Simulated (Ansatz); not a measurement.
Reaction (SMILES): FC(F)(F)F → F[C](F)F + F atom
B3LYP-D3(BJ)/def2-TZVP geometries, fixed; electronic energies without zero-point terms.

Basis-set convergence of the bond dissociation energy at PBE with Ansatz (a quantum-chemistry and plane-wave program). Cartesian d functions, on some or all atoms, in 6-31G**; all else is spherical. Open shells are unrestricted. No added dispersion term, no relativity. Functions are those of the species that has most. Reference: the value in aug-cc-pVQZ, 131.37 kcal/mol, itself unsure by roughly 0.14 kcal/mol (its mean distance from def2-QZVPPD, pcseg-3, def2-QZVPP). Deviations are taken from unrounded values.

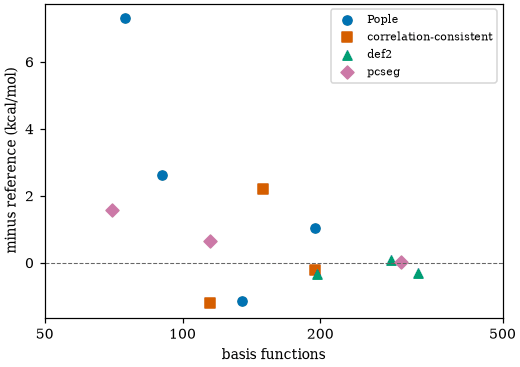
*Deviation from the reference against the number of basis functions, by family of sets.*

```csv
basis,functions,bond dissociation energy (kcal/mol),minus reference (kcal/mol)
pcseg-1,70,132.95,1.58
6-31G**,75,138.69,7.32
6-311G**,90,134.01,2.64
aug-cc-pVDZ,115,130.16,-1.21
aug-pcseg-1,115,132.03,0.66
"6-311++G(2d,2p)",135,130.23,-1.14
cc-pVTZ,150,133.57,2.20
"6-311++G(3df,3pd)",195,132.40,1.03
jun-cc-pV(T+d)Z,195,131.14,-0.23
def2-TZVPPD,197,131.03,-0.34
def2-QZVPP,285,131.45,0.08
pcseg-3,300,131.40,0.03
def2-QZVPPD,327,131.07,-0.30
```
